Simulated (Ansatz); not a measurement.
# SiC with a defect (Fe on a C site): a single-point run

Wanted: field gradients for SiC with a defect (Fe on a C site).

Method: Kohn-Sham DFT, with the functional, basis and potentials that each input names, in Ansatz 0.2.0.

1 further run of the same task is left out (set aside as unsound or not needed).

### Step 1. The starting structure

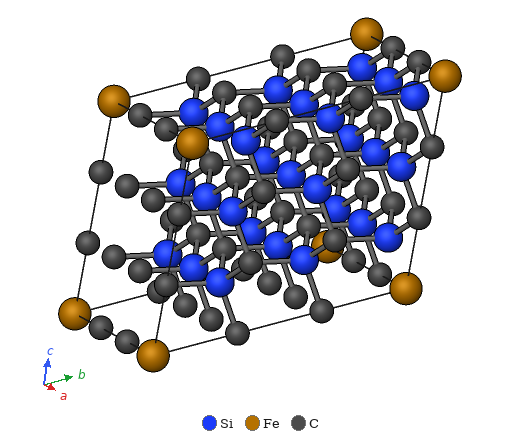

The starting structure, seen slightly off an axis (silicon blue, iron orange, carbon dark grey). Atoms on the faces are drawn again on the opposite ones.

The input asks for a charge of -1 e on the cell.

Structure file:

```cif
data_structure
_symmetry_space_group_name_H-M 'F-43m'
_symmetry_Int_Tables_number 216
_cell_length_a 13.0620
_cell_length_b 13.0620
_cell_length_c 13.0620
_cell_angle_alpha 90.000
_cell_angle_beta 90.000
_cell_angle_gamma 90.000
_cell_volume 2228.57
loop_
_atom_site_label
_atom_site_type_symbol
_atom_site_symmetry_multiplicity
_atom_site_Wyckoff_symbol
_atom_site_fract_x
_atom_site_fract_y
_atom_site_fract_z
_atom_site_occupancy
Si1 Si 4 d 0.25000 0.25000 0.75000 1
Si2 Si 48 h 0.41667 0.25000 0.91667 1
Si3 Si 16 e 0.58333 0.08333 0.91667 1
Si4 Si 16 e 0.41667 0.41667 0.08333 1
Si5 Si 24 g 0.25000 0.41667 0.25000 1
Fe1 Fe 4 a 0.00000 0.00000 0.00000 1
C1 C 48 h 0.16667 0.00000 0.16667 1
C2 C 16 e 0.83333 0.33333 0.16667 1
C3 C 16 e 0.16667 0.16667 0.33333 1
C4 C 24 f 0.50000 0.16667 0.00000 1
```

### Step 2. Running it

The input, input.yaml:

```yaml
crystal:
  lattice:
    - [0.0, 6.5309898714, 6.5309898714]
    - [6.5309898714, 0.0, 6.5309898714]
    - [6.5309898714, 6.5309898714, 0.0]
  atoms:
    - { symbol: Si, position: [0.25, 0.25, 0.25] }
    - { symbol: Si, position: [0.25, 0.25, 0.5833333333] }
    - { symbol: Si, position: [0.25, 0.25, 0.9166666667] }
    - { symbol: Si, position: [0.25, 0.5833333333, 0.25] }
    - { symbol: Si, position: [0.25, 0.5833333333, 0.5833333333] }
    - { symbol: Si, position: [0.25, 0.5833333333, 0.9166666667] }
    - { symbol: Si, position: [0.25, 0.9166666667, 0.25] }
    - { symbol: Si, position: [0.25, 0.9166666667, 0.5833333333] }
    - { symbol: Si, position: [0.25, 0.9166666667, 0.9166666667] }
    - { symbol: Si, position: [0.5833333333, 0.25, 0.25] }
    - { symbol: Si, position: [0.5833333333, 0.25, 0.5833333333] }
    - { symbol: Si, position: [0.5833333333, 0.25, 0.9166666667] }
    - { symbol: Si, position: [0.5833333333, 0.5833333333, 0.25] }
    - { symbol: Si, position: [0.5833333333, 0.5833333333, 0.5833333333] }
    - { symbol: Si, position: [0.5833333333, 0.5833333333, 0.9166666667] }
    - { symbol: Si, position: [0.5833333333, 0.9166666667, 0.25] }
    - { symbol: Si, position: [0.5833333333, 0.9166666667, 0.5833333333] }
    - { symbol: Si, position: [0.5833333333, 0.9166666667, 0.9166666667] }
    - { symbol: Si, position: [0.9166666667, 0.25, 0.25] }
    - { symbol: Si, position: [0.9166666667, 0.25, 0.5833333333] }
    - { symbol: Si, position: [0.9166666667, 0.25, 0.9166666667] }
    - { symbol: Si, position: [0.9166666667, 0.5833333333, 0.25] }
    - { symbol: Si, position: [0.9166666667, 0.5833333333, 0.5833333333] }
    - { symbol: Si, position: [0.9166666667, 0.5833333333, 0.9166666667] }
    - { symbol: Si, position: [0.9166666667, 0.9166666667, 0.25] }
    - { symbol: Si, position: [0.9166666667, 0.9166666667, 0.5833333333] }
    - { symbol: Si, position: [0.9166666667, 0.9166666667, 0.9166666667] }
    - { symbol: Fe, position: [0.0, 0.0, 0.0], spin: 5.0 }
    - { symbol: C, position: [0.0, 0.0, 0.3333333333] }
    - { symbol: C, position: [0.0, 0.0, 0.6666666667] }
    - { symbol: C, position: [0.0, 0.3333333333, 0.0] }
    - { symbol: C, position: [0.0, 0.3333333333, 0.3333333333] }
    - { symbol: C, position: [0.0, 0.3333333333, 0.6666666667] }
    - { symbol: C, position: [0.0, 0.6666666667, 0.0] }
    - { symbol: C, position: [0.0, 0.6666666667, 0.3333333333] }
    - { symbol: C, position: [0.0, 0.6666666667, 0.6666666667] }
    - { symbol: C, position: [0.3333333333, 0.0, 0.0] }
    - { symbol: C, position: [0.3333333333, 0.0, 0.3333333333] }
    - { symbol: C, position: [0.3333333333, 0.0, 0.6666666667] }
    - { symbol: C, position: [0.3333333333, 0.3333333333, 0.0] }
    - { symbol: C, position: [0.3333333333, 0.3333333333, 0.3333333333] }
    - { symbol: C, position: [0.3333333333, 0.3333333333, 0.6666666667] }
    - { symbol: C, position: [0.3333333333, 0.6666666667, 0.0] }
    - { symbol: C, position: [0.3333333333, 0.6666666667, 0.3333333333] }
    - { symbol: C, position: [0.3333333333, 0.6666666667, 0.6666666667] }
    - { symbol: C, position: [0.6666666667, 0.0, 0.0] }
    - { symbol: C, position: [0.6666666667, 0.0, 0.3333333333] }
    - { symbol: C, position: [0.6666666667, 0.0, 0.6666666667] }
    - { symbol: C, position: [0.6666666667, 0.3333333333, 0.0] }
    - { symbol: C, position: [0.6666666667, 0.3333333333, 0.3333333333] }
    - { symbol: C, position: [0.6666666667, 0.3333333333, 0.6666666667] }
    - { symbol: C, position: [0.6666666667, 0.6666666667, 0.0] }
    - { symbol: C, position: [0.6666666667, 0.6666666667, 0.3333333333] }
    - { symbol: C, position: [0.6666666667, 0.6666666667, 0.6666666667] }
magnetization:
  spin_polarized: true
total_charge: -1
kpoints:
  mp_grid: { grid: [3, 3, 3] }
scf:
  occupations: { method: fermi_dirac, width: 0.01 }
hamiltonian:
  xc: pbe
  pseudopotentials: { kind: nc, accuracy: standard }
  hubbard: { sites: [{ species: Fe, l: d, u_eff: 3.0 }], double_counting: fll }
output:
  forces: true
  stress: true
  populations: true
  efg: { quadrupole_moments_barn: { Fe: 0.16 }, contact_densities: true }
accuracy: medium
```

On the command line:

```bash
ansatz run input.yaml --threads 4 --pin off --max-ram 8192MiB --backend cpu --events-out ev --progress --plain --runs-dir out
```

Log:

```text
Error: output.efg without hamiltonian.pseudopotentials.kind: paw|paw_fr|all_electron or hamiltonian.pseudopotentials.kind: all_electron — the all-electron EFG reconstruction needs the PAW one-centre densities; drop the efg request, or set kind: paw (paw_fr under spin-orbit coupling) (under a functional that reads the kinetic-energy density, kind: paw is refused in some combinations and carries risks of its own in the rest: see hamiltonian.xc for the refusals and hamiltonian.pseudopotentials.kind for the risks, both in the input reference; kind: paw is refused beside gw.static_remainder)
```

Wall time 0.02 s (4 threads of Arm Neoverse V2, shared host); peak memory 0.032 GiB.

### Step 3. Reading the log

The run ended at the input check. It says: «output.efg without hamiltonian.pseudopotentials.kind: paw|paw_fr|all_electron or hamiltonian.pseudopotentials.kind: all_electron — the all-electron EFG reconstruction needs the PAW one-centre densities; drop the efg request ...»

What was asked isn't available in this combination.

Remedy: choose a set-up that the feature supports.

### Step 4. Outcome

| quantity | value |
| --- | --- |
| ending | refused |
| cause | not implemented for this set-up |

What this shows: The run has to be repeated with the input mended.
